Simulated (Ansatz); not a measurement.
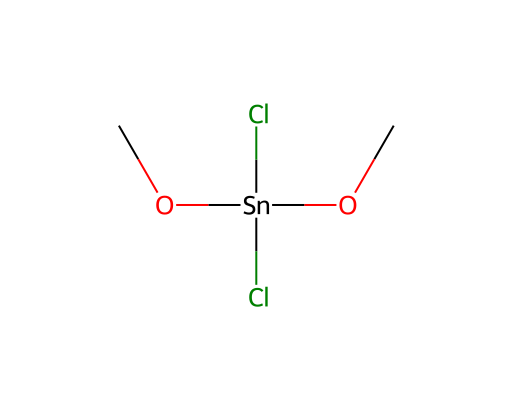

(Drawn from a calculation with Ansatz.)

2D structure.

### Give its SMILES.

C[O][Sn]([Cl])([Cl])[O]C

### Give the formula, hydrogens included.

C2H6Cl2O2Sn.

### An optimisation with PBE-D4/def2-SVP gave a structure of which point group?

C1. Other conformers may differ.
